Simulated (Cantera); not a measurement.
Charge: 1 mol SiHCl₃, 11 mol N₂, held at 255 Torr.

Method: chemical equilibrium by Gibbs-energy minimisation in Cantera with the NASA 1993 tables (ideal gas, pure condensed phases). Candidate condensed phases: NH₄Cl, Si, Si₃N₄; 28 gas species. N₂ is the only nitrogen source here; it is nearly inert below about 1500 K, so the nitride shown seldom forms there in practice. The tables' values for SiCl₃ are old estimates; treat these amounts as uncertain. Kinetics and transport are ignored.

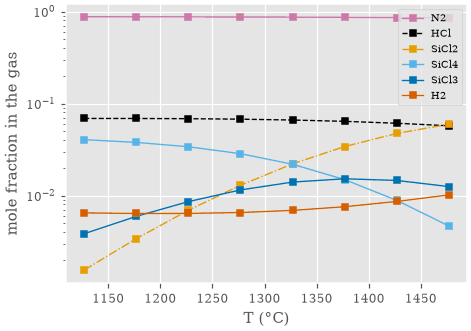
*Equilibrium gas composition (values under 1e-9 drawn at 1e-9)*

From 1127 °C to 1477 °C the condensed part is Si₃N₄(s). The main Si-bearing gas is SiCl₄ at 1127 °C and SiCl₂ at 1477 °C. The share of Si in condensed phases is highest at 1127 °C (43.8 %) and lowest at 1477 °C (1.1 %).
